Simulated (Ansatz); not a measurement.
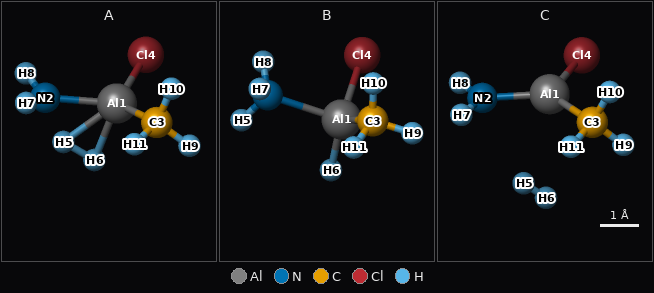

3 geometries from a converged minimum-energy path of CH₇AlClN, made up at the start of CH$_{5}$AlClN and H$_{2}$, shuffled. A ball-and-stick model, seen at a tilt.

Theory: Ansatz 0.2.0, RKS PBE/6-31G*. Settings: 7 movable images; climbing image; force threshold 0.05 eV/Å; iteration limit 60; starting path through a guess of the saddle point.

Which frame is the transition state?

A. In order along the path, whose images run from 0 to 8: C (image 3, +0.7 kcal/mol), A (image 5, +16.9 kcal/mol), B (image 8, −13.9 kcal/mol). Breaking: H5–H6 (0.75 → 1.00 at the top → 2.84 Å). Forming: Al1–H6 (4.43 → 1.84 at the top → 1.61 Å), N2–H5 (2.73 → 1.45 at the top → 1.03 Å).

Limits of the set-up: the start holds two separate molecules, 2.7 Å apart at their closest, whose relative position is a soft coordinate and is computed without a dispersion correction.

Cost: 2.9 min on 2 threads of Intel(R) Xeon(R) Platinum 8259CL CPU @ 2.50GHz (Skylake/Cascade Lake), on a shared host, peak memory 0.15 GiB.
